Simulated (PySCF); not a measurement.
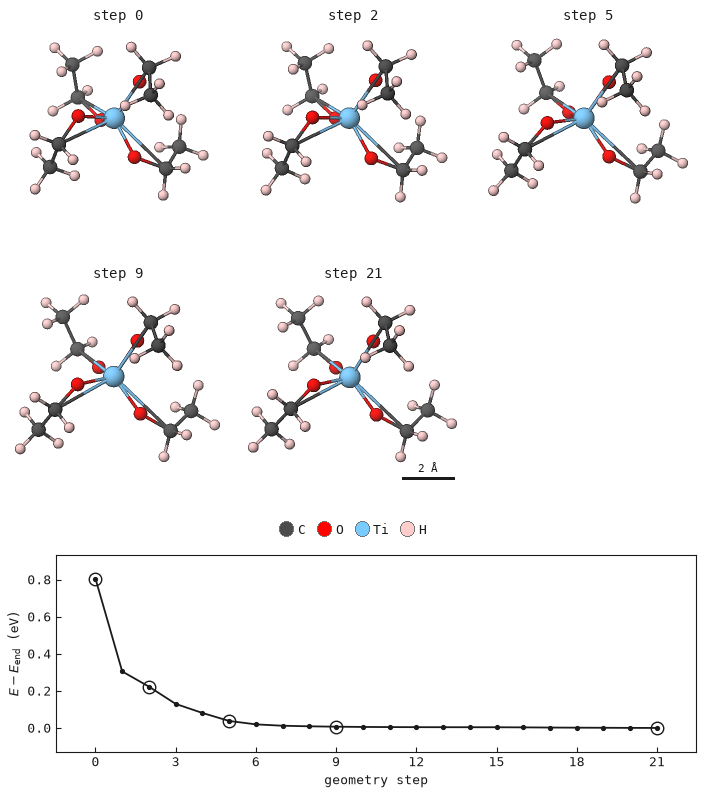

Frames of a relaxation of C8H20O4Ti, marked on the history of the run. The picture is a ball-and-stick view, seen at a tilt.

The start comes from GFN2-xTB. Its atoms were then displaced at random by about 0.01 Å.

Theory: PBE0-D3(BJ)/def2-SVP geometry optimisation, gas phase in PySCF. 

Q: Describe the path.

A: An H atom moves most after the best rigid fit: 0.88 Å. By element the largest moves are H 0.88 Å, C 0.63 Å, O 0.51 Å, Ti 0.08 Å. Among the contacts that change: H–Ti 2.716 → 3.485 Å, H–Ti 2.767 → 3.425 Å, H–Ti 2.765 → 3.386 Å, H–Ti 2.771 → 3.360 Å. Among the angles between lasting bonds that change: Ti–O–C 123.7° → 149.2°, Ti–O–C 125.5° → 148.8°, C–O–Ti 127.8° → 150.5°. Over 21 geometry steps the energy falls by 0.805 eV. From step 0 to 2: an H atom moves most (0.22 Å), energy −0.582 eV. From step 2 to 5: H atoms move most (0.38 Å), energy −0.185 eV. From step 5 to 9: an H atom moves most (0.20 Å), energy −0.031 eV. From step 9 to 21: an H atom moves most (0.22 Å), energy −0.007 eV.

| step | E − E(0), eV |
| --- | --- |
| 0 | 0.0000 |
| 1 | -0.5004 |
| 2 | -0.5823 |
| 3 | -0.6754 |
| 4 | -0.7242 |
| 5 | -0.7674 |
| 6 | -0.7857 |
| 7 | -0.7931 |
| 8 | -0.7962 |
| 9 | -0.7983 |
| 10 | -0.7996 |
| 11 | -0.8004 |
| 12 | -0.8008 |
| 13 | -0.8011 |
| 14 | -0.8012 |
| 15 | -0.8013 |
| 16 | -0.8019 |
| 17 | -0.8029 |
| 18 | -0.8035 |
| 19 | -0.8041 |
| 20 | -0.8047 |
| 21 | -0.8050 |
